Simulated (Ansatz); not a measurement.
System: Lu₃PN₂.

Input

```
crystal:
  lattice:
    - [-1.7861269683, 1.7861269683, 7.4994860762]
    - [1.7861269683, -1.7861269683, 7.4994860762]
    - [1.7861269683, 1.7861269683, -7.4994860762]
  atoms:
    - { symbol: "N", position: [0.82737239, 0.82737239, 0.0] }
    - { symbol: Lu, position: [0.6775882228, 0.6775882228, 0.0] }
    - { symbol: "N", position: [0.17262761, 0.17262761, 0.0] }
    - { symbol: Lu, position: [0.0, 0.0, 0.0] }
    - { symbol: P, position: [0.5, 0.5, 0.0] }
    - { symbol: Lu, position: [0.3224117772, 0.3224117772, 0.0] }
kpoints:
  mp_grid: { grid: [10, 10, 10] }
  band_path:
    path:
      - [[0.0, 0.0, 0.0], [2.059976502088e-17, 7.155810594752e-18, 0.5], [0.25, 0.25, 0.25], [3.055345414051e-17, 0.5, -3.055345414051e-17], [0.0, 0.0, 0.0], [0.5, 0.5, -0.5], [0.2641808302388, 0.7358191697612, -0.2641808302388]]
      - [[-0.2641808302388, 0.2641808302388, 0.2641808302388], [0.0, 0.0, 0.0]]
      - [[2.059976502088e-17, 7.155810594752e-18, 0.5], [-0.02836166047762, 0.02836166047762, 0.5]]
      - [[0.5, 0.5, -0.02836166047762], [0.5, 0.5, -0.5]]
    npoints: 10
hamiltonian:
  xc: pbe
scf:
  occupations: { method: fermi_dirac, width: 0.02 }
  n_extra_bands: 5
output:
  forces: true
  stress: true
  eigenvalues: true
  write_density: true
  write_potential: true
  elf: true
  volumetric_format: npy
```

Run with:

```sh
ansatz run input.yaml --threads 4 --pin off --max-ram 5529MiB --backend cpu --events-out ev --progress --plain --runs-dir out
```

Below, planes, directions and counts refer to the conventional cell (a = 3.57 Å, b = 3.57 Å, c = 15.00 Å, α = 90.00°, β = 90.00°, γ = 90.00°).

Space group I4/mmm; started from the ordered alloy on rocksalt lattice prototype, which need not be the ambient phase.

Level of theory: Ansatz 0.2.0, DFT, PBE, plane waves, PAW.

### What can the converged valence pseudo-density and electron localisation function tell about the bonding?

Lu–N (2.25 Å): ρ is about 0.53 e/Å³ halfway; the ELF peaks at about 0.80 in the valence shell of N, 0.6 Å from its nucleus, and drops to about 0.15 between the two atoms (no shared electron pair shows on this line).
Lu–P (2.53 Å): the density is about 0.43 e/Å³ at the midpoint; the ELF peaks at about 0.80 in the valence shell of P, 0.8 Å from its nucleus, and is about 0.30 at the midpoint.
Lu–N (2.53 Å): the density is about 0.29 e/Å³ at the midpoint; the ELF peaks at about 0.80 in the valence shell of N, 0.7 Å from its nucleus, and is about 0.15 at the midpoint: no localised pair shows between them.
Lu–N (2.59 Å): ρ at the midpoint is about 0.25 e/Å³; the ELF peaks at about 0.85 in the valence shell of N, 0.7 Å from its nucleus, and is about 0.10 at the midpoint: no shared electron pair shows on this line.

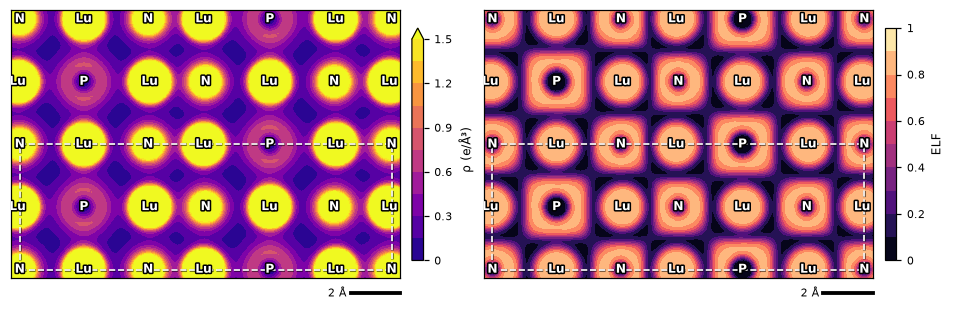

Computed valence pseudo-density and electron localisation function on the (110) plane of the conventional cell, in this order. 

In a PAW calculation such maps are meaningful between the atoms, not at the nuclei.
